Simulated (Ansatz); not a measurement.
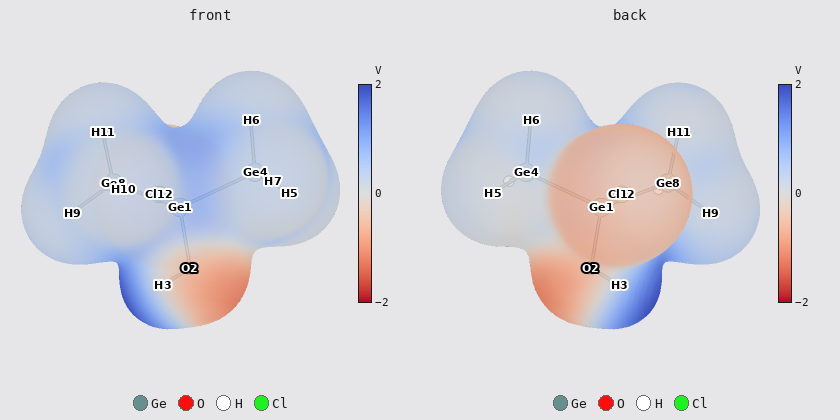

Figure 1: ClGe$_{3}$H$_{7}$O. The molecular electrostatic potential painted on the density surface at 0.001 e/bohr³, seen from the front and from behind; the colour scale runs from red (negative) to blue (positive).

The calculation used Ansatz 0.2.0, RKS PBE/def2-SVP.

```xyz
12

Ge    0.0456    0.0650   -0.1830
O    -0.0887   -0.3592    1.5676
H    -1.0248   -0.4270    1.8373
Ge    2.4412   -0.0505   -0.6596
H     2.9615   -1.4597   -0.2875
H     2.6567    0.2062   -2.1726
H     3.1997    1.0289    0.1554
Ge   -1.2710    2.0704   -0.7156
H    -2.7349    1.8463   -0.2497
H    -0.6922    3.3121    0.0155
H    -1.2546    2.3217   -2.2455
Cl   -0.9304   -1.5460   -1.3523
```

Where is the surface potential most negative and most positive?

The most negative region (about −1.1 V, or −25 kcal/mol for a unit charge) lies over O2, the most positive (about +1.9 V, or +44 kcal/mol for a unit charge) over H3. O2 is the likeliest acceptor of a hydrogen bond.
